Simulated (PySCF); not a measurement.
## Electronic structure of C₂H₂F₄ in real space

Input

```
{"job": {"kind": "nmr", "xc": "PBE0", "basis": "pcSseg-2"}, "charge": 0, "multiplicity": 1}
F     -0.542850     1.093243     1.239401
C     -0.371063     0.658029    -0.024427
F      0.372565     1.564875    -0.688645
C      0.384423    -0.663019     0.010888
F      0.557086    -1.097879    -1.252755
F     -0.359615    -1.570238     0.674501
H     -1.345903     0.557196    -0.511954
H      1.358784    -0.562273     0.499392
```

Command:

```sh
OMP_NUM_THREADS=1 python probes_run.py task.json out
```

Geometry: PBE0-D3(BJ)/def2-TZVP.

Level of theory: PBE0/pcSseg-2, SCF density, gas phase, non-relativistic (PySCF 2.14.0).

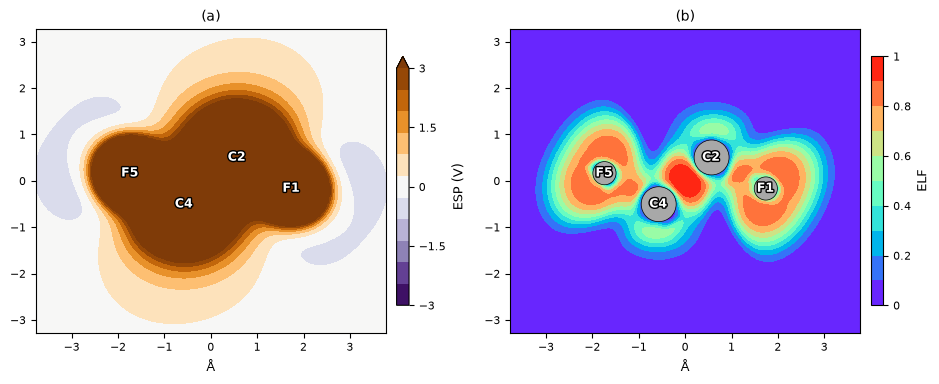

Figure 1. (a) electrostatic potential; (b) ELF on the plane of atoms C2, C4 and F5. Grey discs cover the atomic cores in the ELF map.

> Interpret the plot.

- The section cuts through F and C sites.
- C–F (1.35 Å): the ELF peaks at about 0.85 between the atoms: a polar covalent bond.
- C–C (1.52 Å): the ELF peaks at about 1 between the atoms; localised, covalent bonding.
- The ELF also peaks beside F1 and F5, away from the bonds: lone-pair regions.
- Outside the dense part of the molecule the potential is most negative (−0.4 V) near F1 and F5.

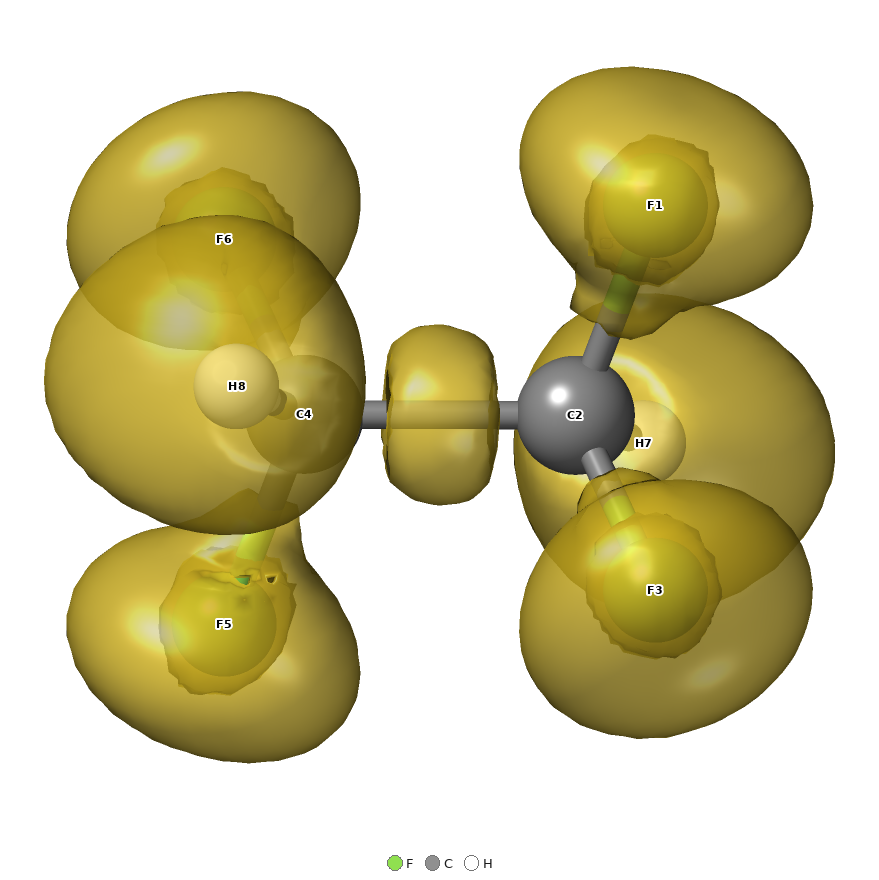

Figure 2. Isosurface of the ELF at 0.75 (yellow), seen at a tilt. Only the valence region is drawn (cores and ρ < 0.01 e/Å³ removed).

> What do the ELF domains correspond to?

The ELF exceeds this value in one region between bonded C–C atoms (shared pairs), two regions around hydrogen nuclei and four regions on F in which the atom's valence shell and bonds are merged.

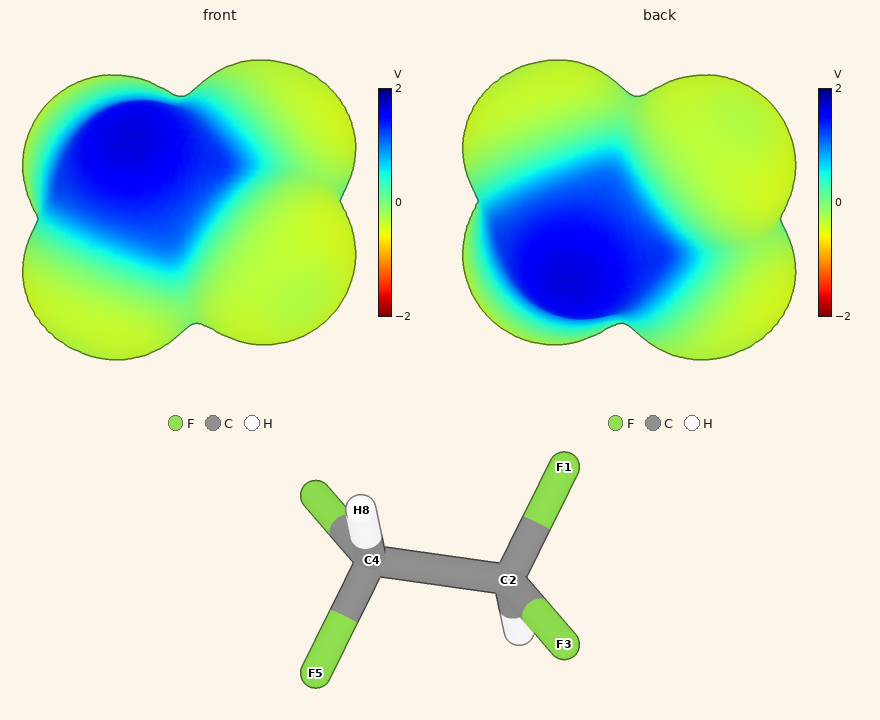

Figure 3. The molecular electrostatic potential painted on the density surface at 0.002 e/bohr³, seen from the front and from behind; red is negative and blue positive. The bare structure is drawn below in the same view.

> Where is the surface potential most negative and most positive?

The most negative region (about −0.4 V) lies over F1, F3, F5 and F6, the most positive (about +1.7 V) over H7 and H8.
